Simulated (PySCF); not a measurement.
Input file:

```
{"job": {"kind": "uv", "xc": "CAM-B3LYP", "basis": "def2-SVPD", "nstates": 8, "ntriplets": 3}, "charge": 0, "multiplicity": 1}
C      3.231386    -0.182232    -0.074646
N      1.846746    -0.339658    -0.444096
Si     0.637612     0.784355     0.004668
P     -1.204532     0.034640    -0.993396
Si    -1.605371    -1.843748     0.124300
Si    -2.688444     1.426225    -0.118178
H      3.736287    -1.149254    -0.085780
H      3.274615     0.223891     0.932809
H      3.769099     0.501304    -0.739818
H      1.737742    -0.817003    -1.327416
H      0.817074     2.178947    -0.433232
H      0.585218     0.771944     1.472333
H     -2.931163    -2.303253    -0.288284
H     -1.588114    -1.661077     1.578655
H     -0.579579    -2.809795    -0.264351
H     -2.443354     2.740808    -0.706077
H     -2.593468     1.524407     1.341155
H     -4.010513     0.925816    -0.488861
```

Command:

```sh
OMP_NUM_THREADS=1 python probes_run.py task.json out
```

Geometry: GFN2-xTB.

Computed with CAM-B3LYP/def2-SVPD, SCF density, gas phase (PySCF).

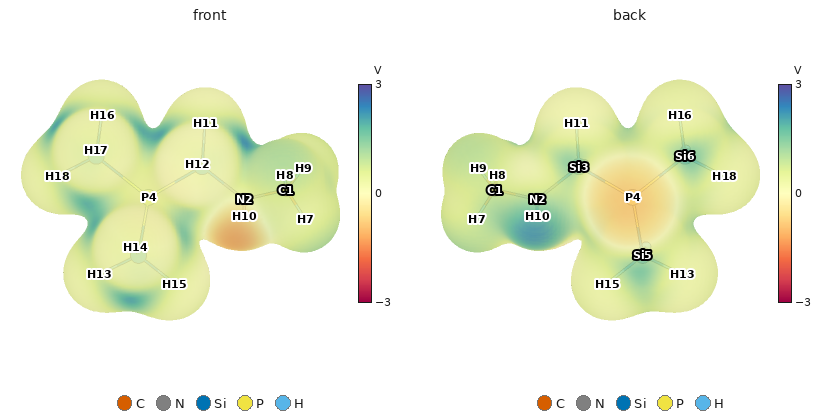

CH12NPSi3 (SMILES CN[SiH2]P([SiH3])[SiH3]). The molecular electrostatic potential painted on the density surface at 0.004 e/bohr³, seen from the front and from behind; the colour scale runs from red (negative) to blue (positive).

Where is the surface potential most negative and most positive?

The most negative region (about −1.1 V) lies over N2, the most positive (about +2.1 V) over Si3 and H10. N2 is the likeliest acceptor of a hydrogen bond.

How polar is the molecule by this calculation?

Its dipole moment is 1.14 D.
